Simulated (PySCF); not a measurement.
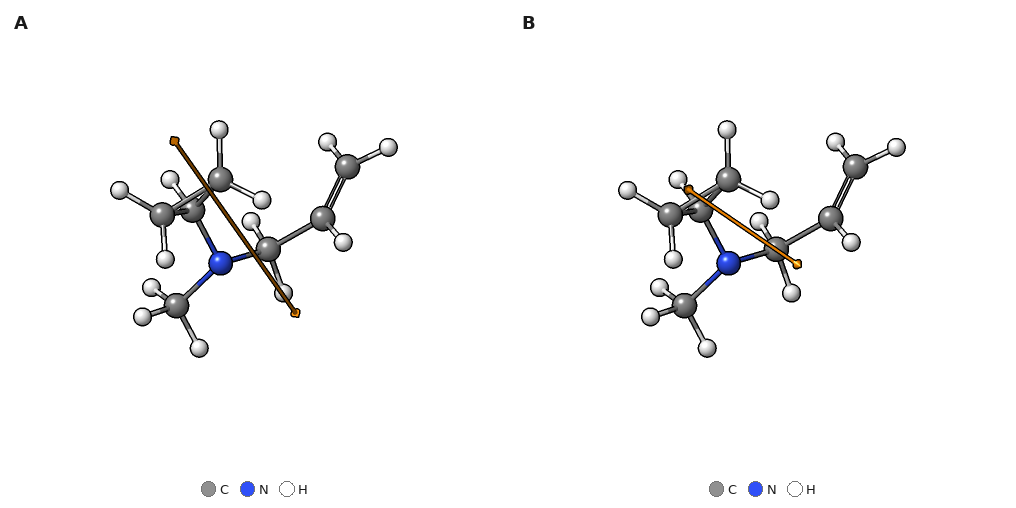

The double arrows show the directions of two transition dipoles from the ground state (lengths mean nothing). Computed geometry: PBE0-D3(BJ)/def2-SVP optimisation. No frequency run is at hand to confirm it as a minimum. Method: TDDFT PBE0/def2-SVPD, vertical, gas phase, core orbitals frozen in the response (PySCF 2.14.0).

**One belongs to singlet state 3 and one to singlet state 5. Which is which?**

A: state 5, 6.74 eV (184 nm), oscillator strength 0.028, mainly HOMO → LUMO+4 (weight 0.83).
B: state 3, 6.54 eV (190 nm), oscillator strength 0.065, mainly HOMO → LUMO+3 (weight 0.92).
